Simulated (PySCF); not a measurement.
System: C5H6F2OSi.

```xyz
15

C     2.5699   -0.3208   -0.3528
O     1.5959   -0.2887    0.6675
C     0.3142   -0.0749    0.3149
C    -0.2838    0.1304   -0.8747
F     0.3859    0.1597   -2.0592
Si   -2.1478    0.3692   -0.6922
C    -1.9448    0.1509    1.1625
C    -0.6549   -0.0540    1.4246
F    -0.1662   -0.2477    2.6582
H     3.5176   -0.5035    0.1500
H     2.6158    0.6309   -0.8884
H     2.3718   -1.1249   -1.0662
H    -2.5814    1.7082   -1.0818
H    -2.9138   -0.6995   -1.3279
H    -2.6827    0.1727    1.9435
```

Geometry: GFN2-xTB.

Computed with PySCF, PBE0/pcSseg-1, SCF density, gas phase, non-relativistic.

Q: What can the converged electron density and electron localisation function tell about the bonding?

A: C–C (1.33 Å): ρ at the midpoint is about 2.3 e/Å³; the ELF peaks at about 0.90 between the atoms: a short, multiple covalent bond.
C–F (1.34 Å): the density is about 2.3 e/Å³ at the midpoint; the ELF peaks at about 0.85 between the atoms, as expected for a polar covalent bond.
C–O (1.35 Å): ρ at the midpoint is about 2.4 e/Å³, with its minimum of 2 e/Å³ about 0.5 Å from C; the ELF peaks at about 0.85 between the atoms: a shared but strongly polarised pair.
C–Si (1.88 Å): ρ is about 0.93 e/Å³ halfway; the ELF peaks at about 0.95 between the atoms, as expected for a shared electron pair.

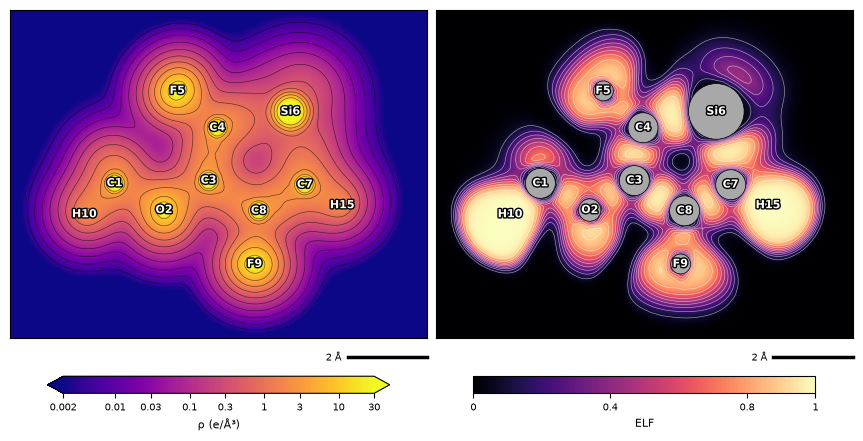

Computed electron density and electron localisation function on the plane of atoms C8, C7 and H15, in this order. Grey discs cover the atomic cores in the ELF map. 
